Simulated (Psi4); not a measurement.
## Run report: Cl2, frequency calculation (part 4 of 4)

The same run, continued: Cl2, SMILES ClCl; B3LYP/cc-pVDZ, RKS (Psi4 1.11). The geometry was optimised with B3LYP/cc-pVDZ.

Geometry of the input (Å):
```
Cl 0.8737  -0.2909  0.4480
Cl -0.8737  0.2909  -0.4480
```

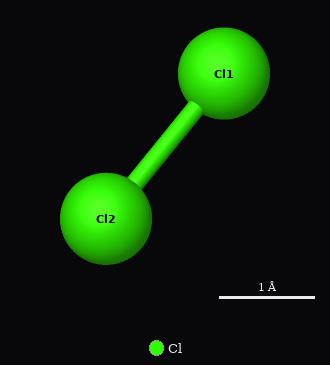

The structure (ball-and-stick view, seen at an oblique angle; atoms are numbered from 1 in the order of the input).

What the program printed, continued
```
  non-mass-weighted Hessian:       Symmetric? True   Hermitian? True   Lin Dep Dim?  3 (0)
  projection of translations (True) and rotations (True) removed 5 degrees of freedom (5)
  total projector:                 Symmetric? True   Hermitian? True   Lin Dep Dim?  5 (5)
  mass-weighted Hessian:           Symmetric? True   Hermitian? True   Lin Dep Dim?  3 (0)
  pre-proj  low-frequency mode:    0.0000i [cm^-1]
  pre-proj  low-frequency mode:    0.0000i [cm^-1]
  pre-proj  low-frequency mode:    0.0000i [cm^-1]
  pre-proj  low-frequency mode:    0.0000i [cm^-1]
  pre-proj  low-frequency mode:    0.0000i [cm^-1]
  pre-proj  all modes:['1.2747i' '1.2747i' '0.0000i' '0.0000i' '0.0000i' '523.6910']
  projected mass-weighted Hessian: Symmetric? True   Hermitian? True   Lin Dep Dim?  5 (5)
  post-proj low-frequency mode:    0.0000i [cm^-1] (TR)
  post-proj low-frequency mode:    0.0000i [cm^-1] (TR)
  post-proj low-frequency mode:    0.0000  [cm^-1] (TR)
  post-proj low-frequency mode:    0.0000  [cm^-1] (TR)
  post-proj low-frequency mode:    0.0000  [cm^-1] (TR)
  post-proj  all modes:['0.0000i' '0.0000i' '0.0000' '0.0000' '0.0000' '523.6910']

  Vibration                       6
  Freq [cm^-1]                 523.6910
  Irrep                           A
  Reduced mass [u]             34.9689
  Force const [mDyne/A]         5.6504
  Turning point v=0 [a0]        0.0811
  RMS dev v=0 [a0 u^1/2]        0.3390
  IR activ [km/mol]             0.0000
  Char temp [K]                753.4747
  ----------------------------------------------------------------------------------
      1   CL               0.71  0.00 -0.00
      2   CL              -0.71 -0.00 -0.00

  ==> Thermochemistry Components <==

  Entropy, S
    Electronic S                             0.000 [cal/(mol K)]        0.000 [J/(mol K)]       0.00000000 [mEh/K] (multiplicity = 1)
    Translational S                         38.652 [cal/(mol K)]      161.721 [J/(mol K)]       0.06159614 [mEh/K] (mol. weight = 69.9377 [u], P = 101325.00 [Pa])
    Rotational S                            14.131 [cal/(mol K)]       59.124 [J/(mol K)]       0.02251928 [mEh/K] (symmetry no. = 2)
    Vibrational S                            0.601 [cal/(mol K)]        2.517 [J/(mol K)]       0.00095849 [mEh/K]
  Total S                                   53.385 [cal/(mol K)]      223.361 [J/(mol K)]       0.08507390 [mEh/K]
  Correction S                               0.000 [cal/(mol K)]        0.000 [J/(mol K)]       0.00000000 [mEh/K]

  Constant volume heat capacity, Cv
    Electronic Cv                            0.000 [cal/(mol K)]        0.000 [J/(mol K)]       0.00000000 [mEh/K]
    Translational Cv                         2.981 [cal/(mol K)]       12.472 [J/(mol K)]       0.00475022 [mEh/K]
    Rotational Cv                            1.987 [cal/(mol K)]        8.314 [J/(mol K)]       0.00316681 [mEh/K]
    Vibrational Cv                           1.198 [cal/(mol K)]        5.011 [J/(mol K)]       0.00190841 [mEh/K]
  Total Cv                                   6.166 [cal/(mol K)]       25.797 [J/(mol K)]       0.00982543 [mEh/K]
  Correction Cv                              0.000 [cal/(mol K)]        0.000 [J/(mol K)]       0.00000000 [mEh/K]

  Constant pressure heat capacity, Cp
    Electronic Cp                            0.000 [cal/(mol K)]        0.000 [J/(mol K)]       0.00000000 [mEh/K]
    Translational Cp                         4.968 [cal/(mol K)]       20.786 [J/(mol K)]       0.00791703 [mEh/K]
    Rotational Cp                            1.987 [cal/(mol K)]        8.314 [J/(mol K)]       0.00316681 [mEh/K]
    Vibrational Cp                           1.198 [cal/(mol K)]        5.011 [J/(mol K)]       0.00190841 [mEh/K]
  Total Cp                                   8.153 [cal/(mol K)]       34.111 [J/(mol K)]       0.01299224 [mEh/K]
  Correction Cp                              0.000 [cal/(mol K)]        0.000 [J/(mol K)]       0.00000000 [mEh/K]

  ==> Thermochemistry Energy Analysis <==

  Raw electronic energy, E_e
  Total E_e, Electronic energy at well bottom                                          -920.39675800 [Eh]

  Zero-point vibrational energy, ZPVE = Sum_i omega_i / 2,  E_0 = E_e + ZPVE
    Vibrational ZPVE                         0.749 [kcal/mol]        3.132 [kJ/mol]       0.00119306 [Eh]         261.845 [cm^-1]
  Correction ZPVE to E_e                     0.749 [kcal/mol]        3.132 [kJ/mol]       0.00119306 [Eh]         261.845 [cm^-1]
  Total E_0, Enthalpy at 0 [K]                                                         -920.39556494 [Eh]
  *** Absolute enthalpy, not an enthalpy of formation ***

  Thermal (internal) energy, E (includes ZPVE and finite-temperature corrections)
    Electronic contrib to E beyond E_e       0.000 [kcal/mol]        0.000 [kJ/mol]       0.00000000 [Eh]
    Translational contrib to E               0.889 [kcal/mol]        3.718 [kJ/mol]       0.00141628 [Eh]
    Rotational contrib to E                  0.592 [kcal/mol]        2.479 [kJ/mol]       0.00094418 [Eh]
    Vibrational contrib to E                 0.879 [kcal/mol]        3.676 [kJ/mol]       0.00140022 [Eh]
  Correction E                               2.360 [kcal/mol]        9.874 [kJ/mol]       0.00376068 [Eh]
  Total E, Thermal (internal) energy at  298.15 [K]                                    -920.39299732 [Eh]

  Enthalpy, H_trans = E_trans + k_B * T = E_trans + P * V
    Electronic contrib to H beyond E_e       0.000 [kcal/mol]        0.000 [kJ/mol]       0.00000000 [Eh]
    Translational contrib to H               1.481 [kcal/mol]        6.197 [kJ/mol]       0.00236046 [Eh]
    Rotational contrib to H                  0.592 [kcal/mol]        2.479 [kJ/mol]       0.00094418 [Eh]
    Vibrational contrib to H                 0.879 [kcal/mol]        3.676 [kJ/mol]       0.00140022 [Eh]
  Correction H                               2.952 [kcal/mol]       12.353 [kJ/mol]       0.00470487 [Eh]
  Total H, Enthalpy at  298.15 [K]                                                     -920.39205313 [Eh]
  *** Absolute enthalpy, not an enthalpy of formation ***

  Gibbs free energy, G = H - T * S
    Electronic contrib to G beyond E_e       0.000 [kcal/mol]        0.000 [kJ/mol]       0.00000000 [Eh]
    Translational contrib to G             -10.043 [kcal/mol]      -42.020 [kJ/mol]      -0.01600443 [Eh]
    Rotational contrib to G                 -3.621 [kcal/mol]      -15.149 [kJ/mol]      -0.00576994 [Eh]
    Vibrational contrib to G                 0.699 [kcal/mol]        2.926 [kJ/mol]       0.00111445 [Eh]
  Correction G                             -12.964 [kcal/mol]      -54.243 [kJ/mol]      -0.02065992 [Eh]
  Total G, Gibbs energy at  298.15 [K]                                                 -920.41741792 [Eh]
  *** Absolute Gibbs energy, not a free energy of formation ***

[set-up sections that repeat, and orbital energies of the middle runs, are left out above]
```

Standard output
```
Warning: used thermodynamics relations inappropriate for low-frequency modes: ['523.6910']
total energy -920.39675800 hartree = -25045.27146 eV
wavenumbers / cm^-1: [523.7]
CURRENT ENERGY                                   -920.3967579985
CURRENT REFERENCE ENERGY                         -920.3967579985
DD SOLVATION ENERGY                                 0.0000000000
DFT FUNCTIONAL TOTAL ENERGY                      -920.3967579985
DFT TOTAL ENERGY                                 -920.3967579985
DFT VV10 ENERGY                                     0.0000000000
DFT XC ENERGY                                     -45.4892884497
ENTHALPY                                         -920.3920531328
ENTHALPY CORRECTION                                 0.0047048657
FINDIF NUMBER                                       7.0000000000
GIBBS FREE ENERGY                                -920.4174179161
GIBBS FREE ENERGY CORRECTION                       -0.0206599176
GRID ELECTRONS ALPHA                               17.0000001159
GRID ELECTRONS BETA                                17.0000001159
GRID ELECTRONS TOTAL                               34.0000002317
NUCLEAR REPULSION ENERGY                           74.6688321670
ONE-ELECTRON ENERGY                             -1418.9437767456
PCM POLARIZATION ENERGY                             0.0000000000
PE ENERGY                                           0.0000000000
SCF ITERATION ENERGY                             -920.3967579985
SCF ITERATIONS                                      7.0000000000
SCF TOTAL ENERGY                                 -920.3967579985
THERMAL ENERGY                                   -920.3929973173
THERMAL ENERGY CORRECTION                           0.0037606812
TWO-ELECTRON ENERGY                               469.3674750298
ZERO K ENTHALPY                                  -920.3955649426
ZPVE                                                0.0011930559
```

Results in brief

```tsv
quantity	value
outcome	converged
total energy	−920.396758 hartree
basis functions	36
zero-point energy	0.001193 hartree
dipole moment	0.00 D
wavenumbers, lowest and highest	524 cm⁻¹
wall time	61 s
peak memory	0.46 GiB
```
